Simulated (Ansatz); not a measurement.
# One shape, several levels: triplet CF+

We compute a comparison of 6 runs (U-r2SCAN/aug-cc-pVTZ, U-revPBE/aug-cc-pVTZ, UCAM-B3LYP/aug-cc-pVTZ, UHSE06/aug-cc-pVTZ, UPBE-QIDH/aug-cc-pVTZ, UCCSD(T)/aug-cc-pVTZ) of triplet CF+. 

The calculation is run with Ansatz 0.2.0.

2 further runs of the same task are left out: 2 set aside as unsound or not needed.

## 1. Starting point

CF+ has 2 atoms, charge +1, and is taken as a triplet. SMILES of the parent species: `[C+]F`. Geometry: relaxed at PBE0-D4/def2-TZVP. That shape belongs to the parent species and isn't relaxed for this state.

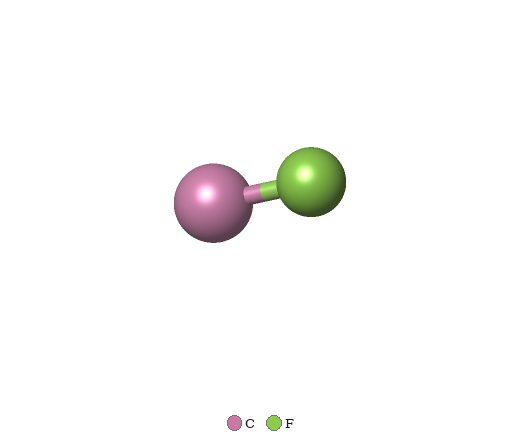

Viewed from a chosen angle; carbon pink, fluorine green.

## 2. A single-point energy at U-r2SCAN/aug-cc-pVTZ (run 1)

molecule.yaml

```yaml
crystal:
  periodic: [false, false, false]
  atoms:
    - {symbol: C, position_ang: [0.492270, -0.160830, 0.253170]}
    - {symbol: F, position_ang: [-0.492270, 0.160830, -0.253170]}
basis:
  gaussian: {orbitals: aug-cc-pVTZ}
total_charge: 1
magnetization: {spin_polarized: true, initial_magnetization: 2}
hamiltonian: {xc: r2scan}
accuracy: high
output: {orbitals: {seedname: orbitals}}
```

Command:

```
$ ansatz run molecule.yaml --threads 1 --pin off --max-ram 3480MiB --events-out events.jsonl --progress --plain --runs-dir runs
```

What it wrote:

```text
Warning: RAYON_NUM_THREADS=1 ignored (pool sized by the plan → 1); use --threads N
Functional definition: r2SCAN
  name "r2SCAN"
  parameter k0 = 0.174
  parameter k1 = 0.065
  parameter a1 = 4.9479
  exchange = r2scan_x(k0 = k0, k1 = k1, a1 = a1)
  correlation = r2scan_c
1257 factors; integrals over basis functions are off by at most 3.3e-9 eV
mean field evaluation 1: about -3726.0568 eV, gradient 6.1e1 eV
mean field evaluation 2: about -3661.8036 eV, gradient 1.5e2 eV
mean field evaluation 4: about -3735.1773 eV, gradient 4.0e0 eV
mean field evaluation 8: about -3735.2297 eV, gradient 2.3e-2 eV
mean field evaluation 16: about -3735.2297 eV, gradient 3.9e-7 eV
mean field evaluation 32: about -3735.2297 eV, gradient 2.4e-8 eV
mean field -3735.22965916 eV, -137.2671581444 hartree, gradient 2.3e-8 eV, S^2 2.010134; 1 other end points of the search recorded, 0 dependent functions left out
reference -3735.22966104 eV, -137.2671582136 hartree; 8, 6 occupied and 84, 86 virtual orbitals, 1257 factors
Total energy: -3735.22966104 eV, -137.2671582136 hartree
```

It took 6 s on 1 thread of Arm Neoverse V2, shared host; peak memory 0.22 GiB.

## 3. A single-point energy at U-revPBE/aug-cc-pVTZ (run 2)

Edit molecule.yaml of step 2 so:

```diff
@@ -9,3 +9,3 @@
 magnetization: {spin_polarized: true, initial_magnetization: 2}
-hamiltonian: {xc: r2scan}
+hamiltonian: {xc: {name: revPBE}}
 accuracy: high
```

Command:

```
$ ansatz run molecule.yaml --threads 1 --pin off --max-ram 3480MiB --events-out events.jsonl --progress --plain --runs-dir runs
```

What it wrote:

```text
Warning: RAYON_NUM_THREADS=1 ignored (pool sized by the plan → 1); use --threads N
Functional definition: revPBE
  name "revPBE"
  parameter kappa = 1.245
  parameter beta = 0.06672455060314922
  exchange = pbe_x(kappa = kappa, mu = beta*pi^2/3)
  correlation = pbe_c(beta = beta)
1257 factors; integrals over basis functions are off by at most 3.3e-9 eV
mean field evaluation 1: about -3725.4160 eV, gradient 6.4e1 eV
mean field evaluation 2: about -3624.6584 eV, gradient 1.7e2 eV
mean field evaluation 4: about -3735.3465 eV, gradient 1.0e1 eV
mean field evaluation 8: about -3735.6956 eV, gradient 2.4e-2 eV
mean field evaluation 16: about -3735.6956 eV, gradient 2.3e-7 eV
mean field -3735.69559281 eV, -137.2842808903 hartree, gradient 1.3e-8 eV, S^2 2.007636; 1 other end points of the search recorded, 0 dependent functions left out
reference -3735.69559719 eV, -137.2842810514 hartree; 8, 6 occupied and 84, 86 virtual orbitals, 1257 factors
Total energy: -3735.69559719 eV, -137.2842810514 hartree
```

Run time: 3.3 s. Hardware: 1 thread of Arm Neoverse V2, shared host; peak memory 0.17 GiB.

Runs 3 to 5 aren't shown in full; the table further down has their settings and results.

## 4. The energy at UCCSD(T)/aug-cc-pVTZ (run 6)

molecule.yaml

```yaml
basis:
  gaussian:
    orbitals: aug-cc-pVTZ
crystal:
  periodic: [false, false, false]
  atoms:
    - symbol: C
      position_ang: [0.492270, -0.160830, 0.253170]
    - symbol: F
      position_ang: [-0.492270, 0.160830, -0.253170]
scf:
  omitted_lower_state_checks: [cluster_reference, increment]
magnetization:
  spin_polarized: true
  initial_magnetization: 2
total_charge: 1
accuracy: high
correlation:
  method: ccsd_t
  frozen_orbitals: {C: 1, F: 1}
```

Command:

```
$ ansatz run molecule.yaml --threads 1 --pin off --max-ram 3480MiB --events-out events.jsonl --progress --plain --runs-dir runs
```

What it wrote, shortened:

```text
Warning: RAYON_NUM_THREADS=1 ignored (pool sized by the plan → 1); use --threads N
Functional definition: HF
  name "HF"
[...]
1257 factors; integrals over basis functions are off by at most 3.3e-9 eV
[...]
mean field -3721.65040194 eV, -136.7681296461 hartree, gradient 2.1e-8 eV, S^2 2.011183; 2 other end points of the search recorded, 0 dependent functions left out
2 core orbitals not correlated: weight in the atoms' cores, before any rotation towards them, 1.000 or more for the frozen orbitals, at most 0.000 for the correlated occupied ones
reference -3721.65040194 eV, -136.7681296461 hartree; 6, 4 occupied and 84, 86 virtual orbitals, 1257 factors
second order -8.53862754 eV of doubles, -0.00000000 eV of singles
cycle   1  -8.40990666 eV  change    1.3e-1 eV  update   7.5e-2
[...]
cycle  22  -8.70632905 eV  change  -5.2e-10 eV  update  6.8e-10
perturbative correction -0.31325242 eV, -0.0115118140 hartree
Total energy: -3730.66998341 eV, -137.0995931515 hartree
Checks for a lower state left out: cluster_reference, increment
```

Wall time 11 s (1 thread of Arm Neoverse V2, shared host); peak memory 0.75 GiB.

## 5. The series

```csv
run,level,frozen core orbitals,energy (Eh),HOMO energy (eV),⟨S²⟩,wall time
1,U-r2SCAN/aug-cc-pVTZ,–,-137.267158,-15.61,2.010,6 s
2,U-revPBE/aug-cc-pVTZ,–,-137.284281,-15.02,2.008,3.3 s
3,UCAM-B3LYP/aug-cc-pVTZ,–,-137.274017,-18.48,2.005,3.6 s
4,UHSE06/aug-cc-pVTZ,–,-137.176319,-16.58,2.008,3.3 s
5,UPBE-QIDH/aug-cc-pVTZ,2,-137.165257,-20.29,2.009,3.3 s
6,UCCSD(T)/aug-cc-pVTZ,2,-137.099593,–,2.011,11 s
```

## 6. Outcome

| quantity | value |
| --- | --- |
| run 6: total energy | -137.09959 Eh |
| run 6: correlation energy (2 core orbitals frozen) | -331.5 mEh |
| run 6: (T) correction | -11.51 mEh |
| run 6: ⟨S²⟩ of the reference determinant | 2.011 |
| run 6: T1 diagnostic | 0.021 |

What this shows: Totals of different functionals can't be ranked against each other. All runs together took 30 s, the longest 11 s.
